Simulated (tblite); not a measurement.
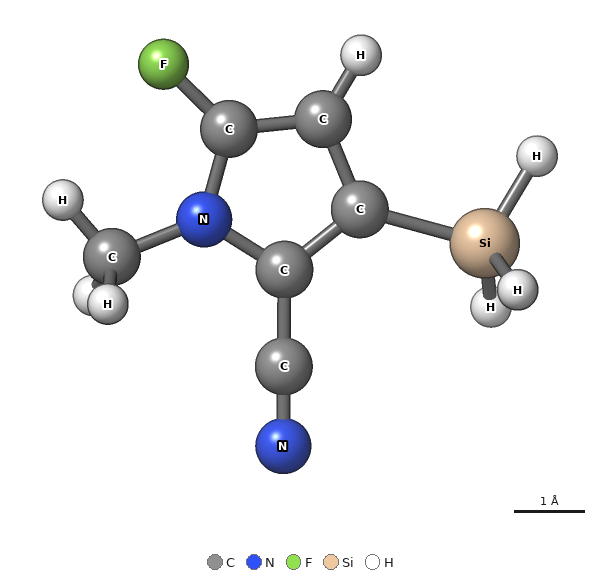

Fig. 1: The starting structure (ball-and-stick view, seen on its broad side).

**Run report: C$_{6}$H$_{7}$FN$_{2}$Si, geometry relaxation**

System: C$_{6}$H$_{7}$FN$_{2}$Si, SMILES Cn1c(F)cc([SiH3])c1C#N.
Method: GFN2-xTB geometry optimisation, gas phase (tblite 0.8.0).

## Output
```
step      E/eV     max force
  0    -780.75090    0.369
  1    -780.75646    0.263
  2    -780.76145    0.165
  3    -780.76148    0.358
  4    -780.76220    0.071
  5    -780.76239    0.037
  6    -780.76246    0.032
  7    -780.76250    0.010
  8    -780.76251    0.011
  9    -780.76252    0.011
 10    -780.76253    0.008
 11    -780.76254    0.008
 12    -780.76255    0.007
 13    -780.76255    0.006
 14    -780.76256    0.006
 15    -780.76256    0.005
 16    -780.76256    0.004
```

## Trajectory as extended XYZ (Å, eV, eV/Å), 12 frames, from step=0 to step=16
```
17
Properties=species:S:1:pos:R:3:forces:R:3 step=0 energy=-780.75090
C    -2.5639   -0.2596    0.0438   -0.0020   0.0000   0.0000
N    -1.2103    0.2215   -0.0108   -0.0020  -0.0020   0.0010
C    -0.8064    1.5052   -0.1292   -0.0020  -0.0010   0.0000
F    -1.7231    2.4744   -0.2077    0.0030  -0.0010   0.0000
C     0.5591    1.5881   -0.1492   -0.0030   0.0010   0.0000
C     1.0477    0.2702   -0.0367    0.0120  -0.0070   0.0020
Si    2.8379   -0.2921    0.0066    0.2590  -0.0860   0.0050
C    -0.0735   -0.5488    0.0473   -0.0010   0.0030  -0.0010
C    -0.1286   -1.9370    0.1714    0.0010  -0.0040   0.0000
N    -0.1742   -3.0807    0.2740   -0.0010   0.0040  -0.0010
H    -3.2455    0.5868   -0.0243   -0.0010  -0.0020   0.0010
H    -2.7389   -0.7907    0.9818    0.0000   0.0020  -0.0020
H    -2.7553   -0.9457   -0.7840    0.0010   0.0020   0.0010
H     1.1412    2.4820   -0.2352   -0.0010   0.0000   0.0000
H     3.0113   -1.3843   -0.9817   -0.0250   0.2700   0.2510
H     3.6636    0.8878   -0.3472   -0.1790  -0.2920   0.0850
H     3.1519   -0.7645    1.3788   -0.0600   0.1130  -0.3420
17
Properties=species:S:1:pos:R:3:forces:R:3 step=1 energy=-780.75646
C    -2.5639   -0.2596    0.0438    0.0000   0.0000   0.0000
N    -1.2103    0.2215   -0.0108   -0.0030   0.0020   0.0000
C    -0.8064    1.5052   -0.1292    0.0010  -0.0050   0.0000
F    -1.7230    2.4744   -0.2077    0.0000   0.0020   0.0000
C     0.5590    1.5881   -0.1493    0.0050  -0.0070   0.0000
C     1.0479    0.2701   -0.0367    0.0600  -0.0200   0.0030
Si    2.8416   -0.2933    0.0067    0.0910  -0.0300   0.0020
C    -0.0735   -0.5488    0.0473    0.0090  -0.0020   0.0000
C    -0.1286   -1.9370    0.1715    0.0010   0.0160  -0.0010
N    -0.1742   -3.0807    0.2739   -0.0010  -0.0120   0.0000
H    -3.2455    0.5867   -0.0243   -0.0010  -0.0010   0.0000
H    -2.7389   -0.7906    0.9817    0.0000   0.0010  -0.0010
H    -2.7553   -0.9456   -0.7840    0.0000   0.0010   0.0000
H     1.1412    2.4820   -0.2352   -0.0010   0.0000   0.0000
H     3.0109   -1.3805   -0.9781   -0.0080   0.1910   0.1810
H     3.6611    0.8836   -0.3459   -0.1190  -0.2150   0.0620
H     3.1510   -0.7629    1.3739   -0.0330   0.0790  -0.2470
17
Properties=species:S:1:pos:R:3:forces:R:3 step=2 energy=-780.76145
C    -2.5640   -0.2596    0.0438    0.0010   0.0000   0.0000
N    -1.2104    0.2216   -0.0108    0.0250  -0.0100   0.0010
C    -0.8064    1.5049   -0.1292    0.0150  -0.0010   0.0000
F    -1.7230    2.4745   -0.2077    0.0080  -0.0020   0.0000
C     0.5592    1.5878   -0.1492    0.0340  -0.0400   0.0030
C     1.0504    0.2692   -0.0366   -0.0190   0.0050   0.0010
Si    2.8462   -0.2948    0.0068   -0.1560   0.0530  -0.0020
C    -0.0731   -0.5489    0.0473    0.0440   0.0330  -0.0030
C    -0.1285   -1.9364    0.1714   -0.0060  -0.1330   0.0120
N    -0.1743   -3.0812    0.2740    0.0050   0.1170  -0.0110
H    -3.2455    0.5867   -0.0243   -0.0010   0.0000   0.0000
H    -2.7390   -0.7906    0.9817   -0.0010   0.0000   0.0010
H    -2.7553   -0.9456   -0.7840    0.0000   0.0000  -0.0010
H     1.1412    2.4820   -0.2352   -0.0040  -0.0020   0.0000
H     3.0105   -1.3716   -0.9698    0.0230   0.0100   0.0180
H     3.6555    0.8737   -0.3431    0.0120  -0.0320   0.0070
H     3.1495   -0.7592    1.3625    0.0200   0.0020  -0.0260
17
Properties=species:S:1:pos:R:3:forces:R:3 step=4 energy=-780.76220
C    -2.5639   -0.2596    0.0437    0.0130   0.0000   0.0000
N    -1.2097    0.2212   -0.0108    0.0040   0.0010   0.0000
C    -0.8059    1.5049   -0.1292    0.0150  -0.0070   0.0010
F    -1.7227    2.4744   -0.2077    0.0150  -0.0080   0.0010
C     0.5601    1.5868   -0.1492   -0.0080   0.0300  -0.0020
C     1.0499    0.2693   -0.0365   -0.0010   0.0040   0.0000
Si    2.8422   -0.2934    0.0067   -0.0680   0.0210  -0.0020
C    -0.0720   -0.5485    0.0472   -0.0220  -0.0370   0.0040
C    -0.1285   -1.9370    0.1714    0.0090   0.0490  -0.0050
N    -0.1742   -3.0805    0.2739   -0.0030  -0.0340   0.0020
H    -3.2455    0.5867   -0.0243    0.0040  -0.0010   0.0000
H    -2.7390   -0.7906    0.9817    0.0000   0.0010   0.0000
H    -2.7553   -0.9456   -0.7840    0.0010   0.0010   0.0000
H     1.1411    2.4819   -0.2352    0.0000  -0.0090   0.0010
H     3.0112   -1.3706   -0.9686    0.0150   0.0070   0.0130
H     3.6554    0.8719   -0.3426    0.0110  -0.0190   0.0040
H     3.1499   -0.7588    1.3607    0.0140   0.0010  -0.0160
17
Properties=species:S:1:pos:R:3:forces:R:3 step=5 energy=-780.76239
C    -2.5636   -0.2596    0.0437    0.0070   0.0020   0.0000
N    -1.2094    0.2212   -0.0108   -0.0030  -0.0020   0.0000
C    -0.8054    1.5047   -0.1292   -0.0020  -0.0030   0.0000
F    -1.7224    2.4742   -0.2077    0.0150  -0.0090   0.0010
C     0.5602    1.5871   -0.1492   -0.0100   0.0090   0.0000
C     1.0497    0.2694   -0.0365   -0.0330   0.0090   0.0000
Si    2.8398   -0.2927    0.0067   -0.0160   0.0040  -0.0010
C    -0.0720   -0.5490    0.0473   -0.0140   0.0080   0.0000
C    -0.1284   -1.9367    0.1714    0.0050  -0.0370   0.0030
N    -0.1743   -3.0806    0.2739   -0.0010   0.0210  -0.0020
H    -3.2455    0.5867   -0.0243    0.0070  -0.0020   0.0000
H    -2.7390   -0.7905    0.9817    0.0020   0.0010  -0.0010
H    -2.7552   -0.9456   -0.7840    0.0020   0.0010   0.0010
H     1.1410    2.4817   -0.2352    0.0090   0.0040   0.0000
H     3.0116   -1.3699   -0.9678    0.0110   0.0050   0.0090
H     3.6554    0.8708   -0.3424    0.0090  -0.0110   0.0020
H     3.1503   -0.7586    1.3597    0.0100   0.0000  -0.0100
17
Properties=species:S:1:pos:R:3:forces:R:3 step=7 energy=-780.76250
C    -2.5632   -0.2596    0.0437   -0.0050  -0.0010   0.0000
N    -1.2094    0.2211   -0.0108   -0.0090   0.0000   0.0000
C    -0.8053    1.5045   -0.1291   -0.0080   0.0020   0.0000
F    -1.7216    2.4739   -0.2077   -0.0030   0.0050   0.0000
C     0.5600    1.5876   -0.1492   -0.0060   0.0020   0.0000
C     1.0484    0.2698   -0.0365   -0.0080   0.0020   0.0000
Si    2.8378   -0.2920    0.0066    0.0080  -0.0020   0.0000
C    -0.0726   -0.5492    0.0473   -0.0070   0.0040   0.0000
C    -0.1280   -1.9370    0.1714    0.0010  -0.0100   0.0010
N    -0.1744   -3.0807    0.2738    0.0000  -0.0020   0.0000
H    -3.2451    0.5866   -0.0243    0.0040   0.0010   0.0000
H    -2.7388   -0.7905    0.9816    0.0030   0.0000   0.0000
H    -2.7551   -0.9455   -0.7840    0.0030   0.0000   0.0000
H     1.1414    2.4817   -0.2352    0.0060   0.0040   0.0000
H     3.0124   -1.3692   -0.9667    0.0070  -0.0020   0.0010
H     3.6558    0.8695   -0.3421    0.0080  -0.0030  -0.0010
H     3.1509   -0.7584    1.3584    0.0070  -0.0010   0.0000
17
Properties=species:S:1:pos:R:3:forces:R:3 step=8 energy=-780.76251
C    -2.5633   -0.2596    0.0437   -0.0060  -0.0020   0.0000
N    -1.2096    0.2211   -0.0108   -0.0040   0.0010   0.0000
C    -0.8055    1.5045   -0.1291   -0.0060   0.0030   0.0000
F    -1.7216    2.4739   -0.2077   -0.0080   0.0080  -0.0010
C     0.5598    1.5878   -0.1492   -0.0020   0.0000   0.0000
C     1.0480    0.2699   -0.0365    0.0010  -0.0010   0.0000
Si    2.8377   -0.2920    0.0066    0.0040   0.0000   0.0000
C    -0.0729   -0.5492    0.0473   -0.0010  -0.0010   0.0000
C    -0.1280   -1.9372    0.1714   -0.0010   0.0030   0.0000
N    -0.1744   -3.0809    0.2738    0.0010  -0.0080   0.0000
H    -3.2450    0.5866   -0.0243    0.0000   0.0030   0.0000
H    -2.7388   -0.7905    0.9816    0.0010  -0.0010   0.0010
H    -2.7550   -0.9455   -0.7840    0.0020  -0.0010  -0.0010
H     1.1416    2.4819   -0.2352    0.0020   0.0000   0.0000
H     3.0127   -1.3692   -0.9666    0.0060  -0.0020   0.0010
H     3.6561    0.8693   -0.3421    0.0070  -0.0020  -0.0010
H     3.1512   -0.7584    1.3583    0.0060  -0.0010   0.0000
17
Properties=species:S:1:pos:R:3:forces:R:3 step=10 energy=-780.76253
C    -2.5636   -0.2597    0.0437   -0.0010   0.0010   0.0000
N    -1.2101    0.2212   -0.0107    0.0030   0.0020   0.0000
C    -0.8060    1.5047   -0.1291   -0.0010   0.0040   0.0000
F    -1.7220    2.4744   -0.2077   -0.0060   0.0030   0.0000
C     0.5594    1.5880   -0.1492    0.0010  -0.0030   0.0000
C     1.0476    0.2700   -0.0365    0.0050  -0.0020   0.0000
Si    2.8378   -0.2919    0.0066   -0.0020   0.0010   0.0000
C    -0.0734   -0.5492    0.0474    0.0030  -0.0010   0.0000
C    -0.1280   -1.9375    0.1715   -0.0040   0.0070  -0.0010
N    -0.1743   -3.0812    0.2738    0.0020  -0.0010   0.0000
H    -3.2448    0.5867   -0.0243   -0.0050   0.0020   0.0000
H    -2.7386   -0.7905    0.9817   -0.0020  -0.0020   0.0020
H    -2.7549   -0.9455   -0.7840   -0.0020  -0.0020  -0.0010
H     1.1418    2.4819   -0.2352   -0.0050  -0.0050   0.0010
H     3.0134   -1.3694   -0.9664    0.0040  -0.0010   0.0010
H     3.6568    0.8689   -0.3421    0.0050  -0.0030   0.0000
H     3.1519   -0.7585    1.3582    0.0040   0.0000  -0.0010
17
Properties=species:S:1:pos:R:3:forces:R:3 step=11 energy=-780.76254
C    -2.5638   -0.2597    0.0437    0.0020   0.0020   0.0000
N    -1.2103    0.2213   -0.0107    0.0030   0.0010   0.0000
C    -0.8062    1.5049   -0.1291    0.0030   0.0020   0.0000
F    -1.7223    2.4747   -0.2077   -0.0020  -0.0020   0.0000
C     0.5592    1.5880   -0.1492   -0.0010  -0.0040   0.0000
C     1.0475    0.2700   -0.0365    0.0030   0.0000   0.0000
Si    2.8378   -0.2919    0.0066   -0.0010   0.0010   0.0000
C    -0.0735   -0.5492    0.0474    0.0020   0.0010   0.0000
C    -0.1281   -1.9375    0.1715   -0.0040   0.0040   0.0000
N    -0.1743   -3.0813    0.2738    0.0020   0.0040  -0.0010
H    -3.2449    0.5869   -0.0243   -0.0050   0.0000   0.0000
H    -2.7386   -0.7906    0.9818   -0.0030  -0.0010   0.0000
H    -2.7548   -0.9456   -0.7841   -0.0020  -0.0010   0.0000
H     1.1418    2.4818   -0.2352   -0.0060  -0.0050   0.0010
H     3.0138   -1.3694   -0.9663    0.0030   0.0000   0.0010
H     3.6573    0.8687   -0.3422    0.0040  -0.0020   0.0000
H     3.1523   -0.7585    1.3581    0.0030   0.0000  -0.0010
17
Properties=species:S:1:pos:R:3:forces:R:3 step=13 energy=-780.76255
C    -2.5640   -0.2596    0.0437    0.0020   0.0010   0.0000
N    -1.2103    0.2214   -0.0107   -0.0010   0.0000   0.0000
C    -0.8065    1.5052   -0.1291    0.0030  -0.0030   0.0000
F    -1.7228    2.4749   -0.2077    0.0030  -0.0050   0.0010
C     0.5590    1.5879   -0.1492   -0.0020  -0.0010   0.0000
C     1.0475    0.2699   -0.0365   -0.0010   0.0010   0.0000
Si    2.8378   -0.2918    0.0066    0.0020  -0.0010   0.0000
C    -0.0736   -0.5491    0.0474   -0.0020   0.0020   0.0000
C    -0.1285   -1.9374    0.1714   -0.0020   0.0000   0.0000
N    -0.1741   -3.0812    0.2737    0.0000   0.0060  -0.0010
H    -3.2452    0.5869   -0.0244   -0.0020  -0.0040   0.0000
H    -2.7387   -0.7906    0.9818   -0.0020   0.0010  -0.0030
H    -2.7549   -0.9457   -0.7842   -0.0020   0.0020   0.0020
H     1.1416    2.4815   -0.2351   -0.0010   0.0010   0.0000
H     3.0145   -1.3695   -0.9660    0.0020   0.0000   0.0010
H     3.6581    0.8682   -0.3422    0.0020  -0.0010  -0.0010
H     3.1530   -0.7585    1.3579    0.0020   0.0010   0.0000
17
Properties=species:S:1:pos:R:3:forces:R:3 step=14 energy=-780.76256
C    -2.5640   -0.2596    0.0437   -0.0010   0.0000   0.0000
N    -1.2104    0.2215   -0.0107   -0.0020  -0.0010   0.0000
C    -0.8065    1.5052   -0.1291   -0.0010  -0.0030   0.0000
F    -1.7229    2.4748   -0.2077    0.0040  -0.0040   0.0010
C     0.5589    1.5878   -0.1491    0.0020   0.0020   0.0000
C     1.0476    0.2699   -0.0365   -0.0020   0.0000   0.0000
Si    2.8379   -0.2918    0.0066    0.0030  -0.0010   0.0000
C    -0.0736   -0.5490    0.0474   -0.0030   0.0020   0.0000
C    -0.1287   -1.9372    0.1714    0.0000   0.0000   0.0000
N    -0.1740   -3.0810    0.2736    0.0000   0.0030  -0.0010
H    -3.2455    0.5869   -0.0244   -0.0010  -0.0040   0.0000
H    -2.7388   -0.7906    0.9818   -0.0010   0.0020  -0.0030
H    -2.7550   -0.9456   -0.7841   -0.0010   0.0020   0.0020
H     1.1414    2.4814   -0.2351    0.0000   0.0030   0.0000
H     3.0148   -1.3695   -0.9659    0.0010  -0.0010   0.0000
H     3.6584    0.8680   -0.3422    0.0010   0.0000  -0.0010
H     3.1534   -0.7585    1.3578    0.0010   0.0010   0.0010
17
Properties=species:S:1:pos:R:3:forces:R:3 step=16 energy=-780.76256
C    -2.5640   -0.2595    0.0437   -0.0020  -0.0010   0.0000
N    -1.2105    0.2215   -0.0107   -0.0010  -0.0010   0.0000
C    -0.8066    1.5051   -0.1291    0.0000   0.0000   0.0000
F    -1.7229    2.4746   -0.2077    0.0010   0.0000   0.0000
C     0.5589    1.5878   -0.1491    0.0020   0.0010   0.0000
C     1.0475    0.2699   -0.0364    0.0010   0.0000   0.0000
Si    2.8380   -0.2919    0.0066    0.0010   0.0000   0.0000
C    -0.0738   -0.5489    0.0474    0.0000   0.0000   0.0000
C    -0.1289   -1.9370    0.1714    0.0010   0.0000   0.0000
N    -0.1740   -3.0808    0.2735   -0.0010  -0.0020   0.0000
H    -3.2457    0.5867   -0.0243   -0.0010   0.0000   0.0000
H    -2.7390   -0.7906    0.9816   -0.0010   0.0000   0.0010
H    -2.7551   -0.9455   -0.7840   -0.0010   0.0000  -0.0010
H     1.1412    2.4815   -0.2351    0.0010   0.0040   0.0000
H     3.0152   -1.3696   -0.9658    0.0000  -0.0010   0.0000
H     3.6589    0.8678   -0.3423    0.0000   0.0000  -0.0010
H     3.1538   -0.7585    1.3578    0.0010   0.0010   0.0010
```

This output came from the following input.

## Input
```
{"job": {"xc": "GFN2-xTB", "basis": "xTB", "kind": "relax"}, "charge": 0, "multiplicity": 1}
C     -2.563900    -0.259600     0.043800
N     -1.210300     0.221500    -0.010800
C     -0.806400     1.505200    -0.129200
F     -1.723100     2.474400    -0.207700
C      0.559100     1.588100    -0.149200
C      1.047700     0.270200    -0.036700
Si     2.837900    -0.292100     0.006600
C     -0.073500    -0.548800     0.047300
C     -0.128600    -1.937000     0.171400
N     -0.174200    -3.080700     0.274000
H     -3.245500     0.586800    -0.024300
H     -2.738900    -0.790700     0.981800
H     -2.755300    -0.945700    -0.784000
H      1.141200     2.482000    -0.235200
H      3.011300    -1.384300    -0.981700
H      3.663600     0.887800    -0.347200
H      3.151900    -0.764500     1.378800
```

The first line tells a small driver script what to run in tblite; the rest is the geometry in Å.

Launched with:
```bash
OMP_NUM_THREADS=1 python <driver script> task.json out
```

## Key numbers

| quantity | value |
| --- | --- |
| outcome | converged |
| total energy | −780.7626 eV |
| hardware | 1 CPU thread, shared host |
| peak memory | 0.8 GiB |
